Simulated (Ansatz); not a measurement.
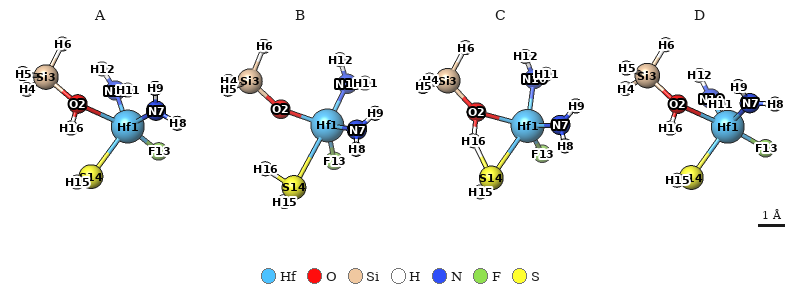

4 geometries from a converged minimum-energy path of HfSiN$_{2}$H$_{9}$SOF, shuffled. The picture is a ball-and-stick view, seen at a tilt.

Method: Ansatz, RKS PBE/def2-SVP. Set-up: 7 movable images; climbing image; force threshold 0.05 eV/Å; iteration limit 60; starting path through a guess of the saddle point.

### Which frame is the transition state?

C. In order along the path, whose images run from 0 to 8: B (image 3, +0.04 eV), C (image 5, +0.41 eV), A (image 7, +0.27 eV), D (image 8, +0.23 eV). A hydrogen atom shifts from one atom to another. Breaking: S14–H16 (1.36 → 1.66 at the top → 2.20 Å). Forming: O2–H16 (3.08 → 1.22 at the top → 1.01 Å).
